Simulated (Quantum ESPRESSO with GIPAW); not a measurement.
# Solid-state NMR of SrCl2 by GIPAW

Wanted: NMR shieldings for each site of SrCl2.

**The experiment.** The 87Sr shift is 45.9 ppm against aqueous Sr2+, in “Structural Investigations of Strontium in Inorganic Crystals, Organic Crystals, and Phyllosilicate Minerals with 87Sr NMR” (Bowers, PhD thesis, The Pennsylvania State University, 2006).

Calculated with Quantum ESPRESSO with GIPAW 8.0dev (patched build); DFT, PBE, plane-wave PAW (pslibrary 1.0.0 recipes), scalar-relativistic, GIPAW; a patched development version of the program.

### 1. The structure

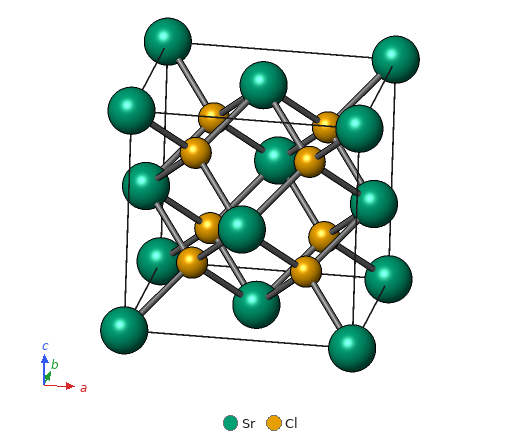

The cell as given, slightly off an axis (strontium teal, chlorine orange). This picture shows the conventional cell, with its axes. Some periodic images of atoms are drawn too.

The cell is an entry of the Crystallography Open Database.

### 2. Ground state

The shielding is a linear response of the occupied states, which this run provides. It is converged far beyond what an energy needs, since the response uses the wavefunctions themselves. No empty states are asked for: the response is solved without them. The mesh has a spacing of 0.39 Å⁻¹ at most. The PAW files were made with ld1.x from the pslibrary 1.0.0 recipes, with GIPAW reconstruction switched on.

Contents of scf.in:

```
&control
  calculation = 'scf'
  prefix = 'x'
  outdir = './tmp/'
  pseudo_dir = './'
/
&system
  ibrav = 0
  nat = 3
  ntyp = 2
  ecutwfc = 55
  ecutrho = 330
  nbnd = 12
/
&electrons
  conv_thr = 1.0d-10
  mixing_beta = 0.7
  electron_maxstep = 100
/
ATOMIC_SPECIES
  Sr 87.620 Sr.pbe-spn-kjpaw_psl.1.0.0-gipaw.UPF
  Cl 35.450 Cl.pbe-n-kjpaw_psl.1.0.0-gipaw.UPF
CELL_PARAMETERS angstrom
  0.00000000 3.48835000 3.48835000
  3.48835000 0.00000000 3.48835000
  3.48835000 3.48835000 0.00000000
ATOMIC_POSITIONS crystal
  Sr 0.00000000 0.00000000 0.00000000
  Cl 0.75000000 0.75000000 0.75000000
  Cl 0.25000000 0.25000000 0.25000000
K_POINTS automatic
  4 4 4 0 0 0
```

Launch:

```sh
> mpirun -np 4 pw.x -nk 4 -in scf.in > scf.out
```

Log:

```text
using ibrav=0 with symmetry is DISCOURAGED, use correct ibrav instead

     bravais-lattice index     =            0
     lattice parameter (alat)  =       9.3225  a.u.
     unit-cell volume          =     572.9105 (a.u.)^3
     number of atoms/cell      =            3
     number of atomic types    =            2
     number of electrons       =        24.00
     number of Kohn-Sham states=           12
     kinetic-energy cutoff     =      55.0000  Ry
     charge density cutoff     =     330.0000  Ry
     scf convergence threshold =      1.0E-10
     mixing beta               =       0.7000
     number of iterations used =            8  plain     mixing
     Exchange-correlation= SLA-PW-PBX-PBC
                           (   1   4   3   4   0   0   0)
[...]
Sr               10.00    87.62000     Sr( 1.00)
     Cl                7.00    35.45000     Cl( 1.00)

     48 Sym. Ops., with inversion, found
[...]
number of k points=     8
[...]
Dense  grid:    58071 G-vectors     FFT dimensions: (  54,  54,  54)

     Smooth grid:    31415 G-vectors     FFT dimensions: (  45,  45,  45)

     Check: negative core charge=   -0.000002

     Initial potential from superposition of free atoms

     starting charge      23.9924, renormalised to      24.0000
     Starting wfcs are   16 randomized atomic wfcs

     Self-consistent Calculation

     iteration #  1     ecut=    55.00 Ry     beta= 0.70
     Davidson diagonalization with overlap
     ethr =  1.00E-02,  avg # of iterations =  1.8

     Threshold (ethr) on eigenvalues was too large:
     Diagonalizing with lowered threshold

     Davidson diagonalization with overlap
     ethr =  4.86E-04,  avg # of iterations =  2.8

     total energy              =    -419.42180656 Ry
     estimated scf accuracy    <       0.09241591 Ry

     iteration #  2     ecut=    55.00 Ry     beta= 0.70
     Davidson diagonalization with overlap
     ethr =  3.85E-04,  avg # of iterations =  2.9

     total energy              =    -419.45115559 Ry
     estimated scf accuracy    <       0.02177718 Ry

     iteration #  3     ecut=    55.00 Ry     beta= 0.70
[...]
total energy              =    -419.45519844 Ry
     estimated scf accuracy    <       0.00059673 Ry

[...]
total energy              =    -419.45547776 Ry
[...]
iteration # 10     ecut=    55.00 Ry     beta= 0.70
     Davidson diagonalization with overlap
     ethr =  3.17E-11,  avg # of iterations =  3.1

     total energy              =    -419.45547776 Ry
     estimated scf accuracy    <          6.7E-10 Ry

     iteration # 11     ecut=    55.00 Ry     beta= 0.70
     Davidson diagonalization with overlap
     ethr =  2.79E-12,  avg # of iterations =  2.0

     End of self-consistent calculation
     [one-electron energies left out]

!    total energy              =    -419.45547776 Ry
     total all-electron energy =     -8205.651884 Ry
     estimated scf accuracy    <          5.3E-11 Ry

     The total energy is the sum of the following terms:
     one-electron contribution =     -26.15359731 Ry
     hartree contribution      =      23.41790819 Ry
     xc contribution           =     -40.19897804 Ry
     ewald contribution        =     -93.98768764 Ry
     one-center paw contrib.   =    -282.53312296 Ry

     convergence has been achieved in  11 iterations
[...]
JOB DONE.
```

Wall time 10 s (4 MPI ranks of Arm Neoverse V1, shared host); peak memory 0.59 GiB.

It converged in 11 cycles to an estimated accuracy of 5e-11 Ry, on 8 irreducible k-points.

### 3. GIPAW: job nmr

A uniform field breaks periodicity, so gipaw.x applies it as a wave of small q and takes the limit. It solves for the first-order states, builds the induced current and gets the field at each nucleus by Biot–Savart; the PAW spheres add what the smooth waves miss near the nuclei. pawproj makes the reconstruction use the PAW data sets' own projectors.

Contents of nmr.in:

```
&inputgipaw
  job = 'nmr'
  prefix = 'x'
  tmp_dir = './tmp/'
  restart_mode = 'from_scratch'
  verbosity = 'low'
  q_gipaw = 0.01
  spline_ps = .true.
  conv_threshold = 1.0d-11
  use_nmr_macroscopic_shape = .false.
  pawproj(1) = .true.
  pawproj(2) = .true.
/
```

Launch:

```sh
> mpirun -np 4 gipaw.x -in nmr.in > nmr.out
```

Log:

```text
[banner, memory and clock lines left out]
[a note of our patched build left out]

     Parallelizing q-star over 1 images

     IMPORTANT: XC functional enforced from input :
     Exchange-correlation= PBE
                           (   1   4   3   4   0   0   0)
     Any further DFT definition will be discarded
     Please, verify this is what you really want

     Check: negative core charge=   -0.000002
[...]
projs nearly linearly dependent: l=0  n1,n2= 1, 2  s=  0.99266918
[...]
alpha_pv=     65.6681 eV

     spline_ps is .false., expect some extrapolation errors

     q-space interpolation up to    66.00 Rydberg

     GIPAW job: nmr
     NMR macroscopic correction: no
[...]
Computing the magnetic susceptibility     isolve=0    ethr=  0.1000E-10
     Starting from scratch
     k-point #    1 of     8      pool #  1    cpu time:       0.9
[...]
End of magnetic susceptibility calculation

     f-sum rule (1st term):
           -26.8209          0.0000         -0.0000
             0.0000        -26.8209         -0.0000
             0.0000         -0.0000        -26.8209

     f-sum rule (2nd term):
            -0.3726         -0.0000         -0.0000
            -0.0000         -0.3726         -0.0000
            -0.0000         -0.0000         -0.3726

     f-sum rule (should be   -27.1919):
           -27.1935          0.0000         -0.0000
             0.0000        -27.1935         -0.0000
             0.0000         -0.0000        -27.1935

[... susceptibilities left out ...]
     Contributions to the NMR chemical shifts: -------------------------------

     Macroscopic shape contribution in ppm:                    0.00
             0.0000          0.0000          0.0000
             0.0000          0.0000          0.0000
             0.0000          0.0000          0.0000

     Core contribution in ppm:

     Atom  1  Sr  pos: (  0.000000  0.000000  0.000000)  core sigma:        3441.03
     Atom  2  Cl  pos: (  1.060660  1.060660  1.060660)  core sigma:        1050.85
     Atom  3  Cl  pos: (  0.353553  0.353553  0.353553)  core sigma:        1050.85

     Bare contribution in ppm:

     Atom  1  Sr  pos: (  0.000000  0.000000  0.000000)  bare sigma:         104.15
[...]
Atom  2  Cl  pos: (  1.060660  1.060660  1.060660)  bare sigma:          62.96
[...]
Atom  3  Cl  pos: (  0.353553  0.353553  0.353553)  bare sigma:          62.96
[...]
Diamagnetic contribution in ppm:

     Atom  1  Sr  pos: (  0.000000  0.000000  0.000000)  dia sigma:         -26.41
[...]
Atom  2  Cl  pos: (  1.060660  1.060660  1.060660)  dia sigma:          -8.17
[...]
Atom  3  Cl  pos: (  0.353553  0.353553  0.353553)  dia sigma:          -8.17
[...]
Paramagnetic contribution in ppm:

     Atom  1  Sr  pos: (  0.000000  0.000000  0.000000)  para sigma:       -1409.16
[...]
Atom  2  Cl  pos: (  1.060660  1.060660  1.060660)  para sigma:        -528.98
[...]
Atom  3  Cl  pos: (  0.353553  0.353553  0.353553)  para sigma:        -528.98
[...]
Paramagnetic US occ-occ contribution in ppm:

     Atom  1  Sr  pos: (  0.000000  0.000000  0.000000)  para_oo sigma:          -1.65
[...]
Atom  2  Cl  pos: (  1.060660  1.060660  1.060660)  para_oo sigma:          -0.11
[...]
Atom  3  Cl  pos: (  0.353553  0.353553  0.353553)  para_oo sigma:          -0.11
[...]
Paramagnetic US L_R Q_R contribution in ppm:

     Atom  1  Sr  pos: (  0.000000  0.000000  0.000000)  para_lq sigma:         821.10
[...]
Atom  2  Cl  pos: (  1.060660  1.060660  1.060660)  para_lq sigma:         158.77
[...]
Atom  3  Cl  pos: (  0.353553  0.353553  0.353553)  para_lq sigma:         158.77
[...]
Total NMR chemical shifts in ppm: ---------------------------------------
     (adopting the Simpson convention for anisotropy and asymmetry)-----------

     Atom  1  Sr  pos: (  0.000000  0.000000  0.000000)  Total sigma:        2929.08
          2929.0786          0.0000          0.0000
             0.0000       2929.0786          0.0000
             0.0000          0.0000       2929.0786

     Sr      1    anisotropy:     -0.00    eta:    0.0000
[...]
Atom  2  Cl  pos: (  1.060660  1.060660  1.060660)  Total sigma:         735.32
           735.3240         -0.0000          0.0000
            -0.0000        735.3240          0.0000
             0.0000          0.0000        735.3240

     Cl      2    anisotropy:      0.00    eta:    0.0000
[...]
Atom  3  Cl  pos: (  0.353553  0.353553  0.353553)  Total sigma:         735.32
[... its tensor is left out ...]
```

Wall time 49 s (4 MPI ranks); peak memory 0.35 GiB; 3.3 min of CPU time.

The f-sum rule is met to 0.0016 of 27.2 (0.006 %). Converged shieldings require that this miss be small, but a small miss does not prove them.

From the symmetric part of each tensor, with principal values σ11 ≤ σ22 ≤ σ33: σ_iso is their mean, the span is σ33 − σ11 and the skew 3(σ_iso − σ22)/span. (gipaw.x prints an anisotropy in another convention.)

| site | atom no. | atoms in cell | σ_iso (ppm) | span (ppm) | skew |
| --- | --- | --- | --- | --- | --- |
| Sr | 1 | 1 | 2929 | 0 | - |
| Cl | 2 | 2 | 735.3 | 0.0 | - |

The macroscopic shape term is switched off. For a spherical sample the valence susceptibility of this run would add about 9 ppm to every site, a rough estimate, since the susceptibility converges slowly and lacks part of the PAW terms. Differences within the crystal don't depend on it, but shieldings of different compounds can't be compared to better than a few ppm without it.

Sr and Cl sit on cubic site symmetry, where the tensor must be isotropic.

How the isotropic values are made up (ppm). The core part is that of the free atom's core; bare is the current of the smooth valence states; the last two are what the PAW spheres add to the diamagnetic and the paramagnetic current:

```csv
site,core,bare,"reconstruction, dia","reconstruction, para"
Sr,3441.0,104.2,-26.4,-589.7
Cl,1050.8,63.0,-8.2,-370.3
```

### 4. Sites, surroundings and shifts

Covalently bonded atoms count as neighbours within 1.18 times the sum of their radii. Otherwise a cation's neighbours lie within 1.2 times its shortest bond (1.3 for large cations, each anion's radius taken off where they differ), and an anion's are the cations that count it.

```csv
site,atom no.,atoms in cell,surroundings,bonds (Å),σ_iso (ppm)
Sr,1,1,SrCl8,3.021,2929
Cl,2,2,bound to Sr4,3.021,735.3
```

### 5. What the settings change

Each row names what was changed: another mesh tests the sampling of the zone; another functional shows how far the paramagnetic term hangs on the exchange-correlation form; another cutoff tests the basis.

Changes of σ_iso (ppm) against the run above (PBE, cutoffs 55 and 330 Ry, mesh 4×4×4, 3.9 min). Times are CPU times of pw.x and gipaw.x together, on 4 MPI ranks of Arm Neoverse V1, shared host; on a shared host they are rough. A run is marked as doubtful where the f-sum miss passes 0.015 electrons, or that much for each three atoms in larger cells (with Tl, Pb, Hg, Bi or Sn a third of that, or a mesh spacing over 0.26 Å⁻¹), or where the susceptibility is unphysically large.

| run | CPU time | f-sum miss | Sr | Cl |
| --- | --- | --- | --- | --- |
| mesh 5×5×5 | 4.8 min | 1.0e-4 | +0.7 | +2.1 |
| LDA | 3.7 min | 0.0026 | -63.9 | -58.8 |
| cutoffs 40 and 270 Ry (coarse on purpose) | 2.5 min | 0.0015 | -0.5 | -0.1 |
| mesh 3×3×3 (marked) | 2.2 min | 0.017 | -4.8 | -19.6 |
| Wu-Cohen | 4.1 min | 0.0020 | -24.6 | -18.8 |

The largest move is -63.9 ppm, on Sr, from LDA.

### 6. Against experiment

Without a fitted line the measured shift still tests the calculation: for an exact theory σ + δ is one number for all compounds of a nucleus, up to the shape term, which is left out of σ and differs by some ppm between compounds.

```
nucleus, site  σ_iso (ppm)  measured δ (ppm)  σ + δ (ppm)  σ + δ of other compounds, same level
     87Sr, Sr         2929              45.9         2975                              SrO 2943
```

### 7. What came out

```
87Sr shielding without shape term : 2929 ppm
35Cl shielding without shape term : 735.3 ppm
```

What this shows: 87Sr has one site (SrCl8), with isotropic shielding 2929 ppm (shape term left out). A shift needs a reference, δ = σ_ref − σ, fixed on measured compounds; for 87Sr of this kind at this level too few were at hand, or they scattered too widely about a line, so none is given. For 87Sr, σ + δ is 2975 ppm here and 2943 ppm in SrO: with that reference and slope one the shift would be off by -32 ppm. Going to mesh 5×5×5 changes no isotropic shielding by more than 2.2 ppm, a first measure of the error left in that respect. A higher cutoff was not carried through on these files. The cheaper run with cutoffs 40 and 270 Ry takes about 65 % of the time and is off by 0.53 ppm on Sr. The largest change with the functional is 63.9 ppm in absolute shielding; part of that drops out once each functional has its own reference line. The scalar-relativistic files are used with non-relativistic response operators, which weighs most on the heavy atoms' own shieldings. This build of gipaw.x prints that it is not audited and that its numbers are no references by themselves. It also reports spline_ps as false although the input sets it; why was not traced.

[Banner, clock, file and message-heading lines were taken out of the pw.x and gipaw.x logs.]

[Logs are printed without paths, hosts, clocks, repeated set-up lines and the standing remarks that a program may print on its own settings, such as how far it seeks lower states.]

[Hosts, paths, dates, database ids (printed as entryN), source tags and the programs' standing remarks are cut or masked in the printed files.]

[Where no reference line passes its bar on scatter, no shift is given, so a measured shift of this compound may stand uncompared.]
